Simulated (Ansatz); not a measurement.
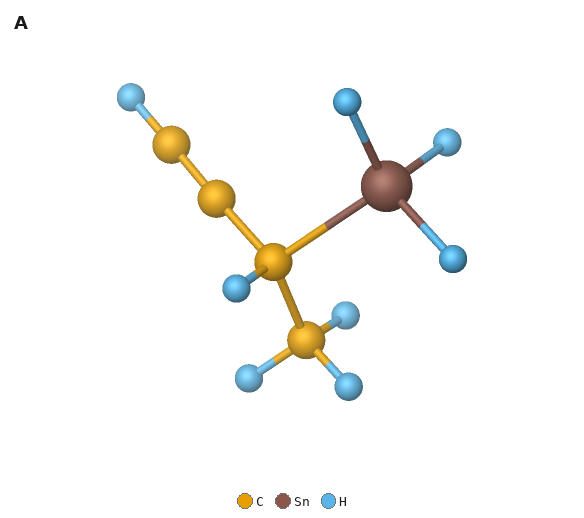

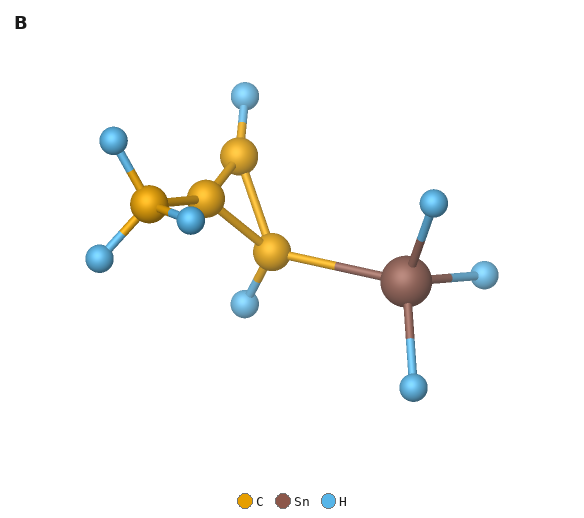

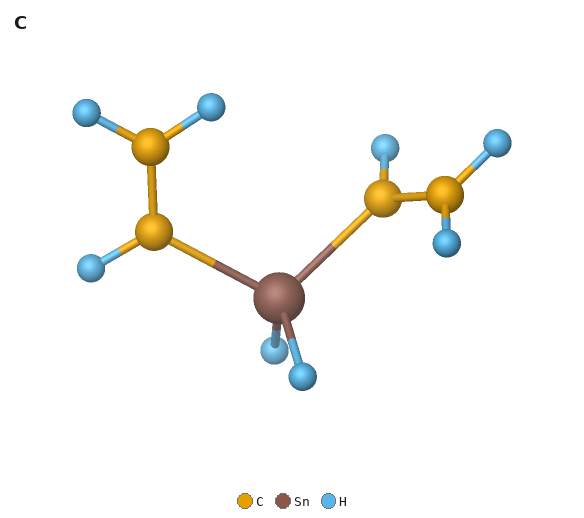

3 stationary structures of one formula. Geometries: PBE0-D4/def2-TZVP. Electronic energies: CCSD(T)/CBS (MP2 limit from def2-TZVPP and def2-QZVPP plus CCSD(T) − MP2) (Ansatz 0.2.0), without zero-point energy. No frequency run is at hand to confirm each as a minimum. Each is one conformer, not always the lowest.

> Which is lowest in energy, and by how much?

C is lowest; A lies 0.487 eV above it, B lies 1.316 eV above it. A is `C#C[C@@H](C)[SnH3]`, B is `CC1=C[C@H]1[SnH3]`, C is `C=[CH][SnH2][CH]=C`.
